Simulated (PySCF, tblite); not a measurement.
# C₄H₁₄OSi₃: geometry, infrared bands and NMR shifts

Aim: predict the infrared bands and NMR shifts of C₄H₁₄OSi₃ (`O[Si@@H]([SiH3])[SiH2]C1CCC1`).

Programs: tblite 0.8.0 and PySCF 2.14.0, with density-fitted response routines of our own. Each step states its level of theory. These are calculated values for one molecule in the gas phase, unless marked as measured. Atoms are numbered from 0 throughout.

### 1 The molecule as given

22 atoms, charge 0, multiplicity 1; geometry from: force field or distance geometry start.

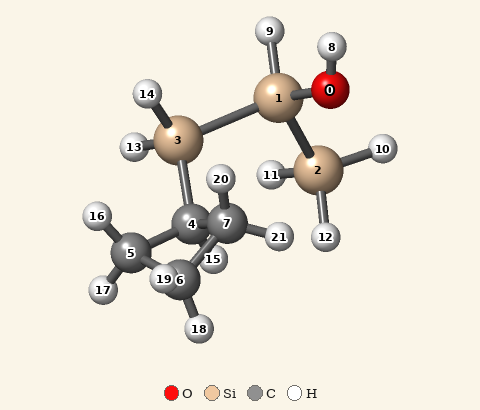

The starting geometry (oxygen red, silicon light orange, carbon grey, hydrogen white), atoms numbered.

### 2 Relaxing the molecule with GFN2-xTB

The job: settings as JSON, then the geometry in Å.

```
{"job": {"kind": "relax", "xc": "GFN2-xTB", "basis": "xTB"}, "charge": 0, "multiplicity": 1}
O      1.546900     0.789200     2.351300
Si     2.051300     1.038900     0.777700
Si     3.269100    -0.760500    -0.028200
Si     0.261600     1.279000    -0.667700
C     -0.845200    -0.285200    -0.581200
C     -2.227700    -0.165400    -1.286700
C     -2.783500    -1.037500    -0.146800
C     -1.618900    -0.506400     0.733200
H      1.490900     1.575800     2.921200
H      2.870300     2.275000     0.795300
H      4.453100    -1.020000     0.812600
H      3.718800    -0.475200    -1.414500
H      2.413300    -1.981800    -0.054200
H      0.760800     1.490200    -2.047000
H     -0.524900     2.482000    -0.260700
H     -0.291500    -1.172600    -0.898700
H     -2.660900     0.843400    -1.306000
H     -2.291600    -0.608700    -2.283800
H     -2.731100    -2.113700    -0.338100
H     -3.786100    -0.788300     0.205300
H     -1.892600     0.399200     1.295800
H     -1.192300    -1.237900     1.420300
```

Started as:

```bash
$ OMP_NUM_THREADS=1 python probes_run.py task.json out
```

This one command runs all jobs of the session in turn.

**Question.** This job is followed by: GFN2-xTB harmonic vibrations, gas phase; GIAO PBE0/pcSseg-1 NMR shielding, non-relativistic, gas phase. What will the session give for the following? strongest single infrared mode (GFN2-xTB); zero-point energy (GFN2-xTB); 13C shifts against TMS (PBE0/pcSseg-1); 1H shifts against TMS (PBE0/pcSseg-1, means over atoms taken as alike); 17O shifts against H2O (PBE0/pcSseg-1); 29Si shifts against TMS (PBE0/pcSseg-1).

**Answer**, as computed:

```
                                                              quantity                                                                        value
                             strongest single infrared mode (GFN2-xTB)                                                         793 cm⁻¹, 642 km/mol
                                          zero-point energy (GFN2-xTB)                                                               101.5 kcal/mol
                                13C shifts against TMS (PBE0/pcSseg-1)                                                   27.9, 26.3, 21.5, 16.3 ppm
1H shifts against TMS (PBE0/pcSseg-1, means over atoms taken as alike)  6.17, 3.92, 3.72, 3.52, 2.48, 2.39, 2.37, 2.22, 2.20, 2.07, 2.01, -0.17 ppm
                                17O shifts against H2O (PBE0/pcSseg-1)                                                                     -5.7 ppm
                               29Si shifts against TMS (PBE0/pcSseg-1)                                                      -9.8, -64.2, -117.0 ppm
```

Over 99 steps the energy fell by 0.358 eV; of the close pairs, O0–Si1 changed most, 1.671 to 1.641 Å. The lowest mode is slightly imaginary (9i cm⁻¹), a soft motion within the noise of the Hessian, so the minimum is not strictly shown. The strongest single mode, at 793 cm⁻¹, is spread over several atoms, H10, H11, H12 among them. GFN2-xTB is a fitted tight-binding method: band positions and strengths are rough. Its intensities can rank the bands wrongly. At PBE0/pcSseg-1: The widest tensor belongs to Si1: span 196 ppm, with a paramagnetic part of -520 ppm.
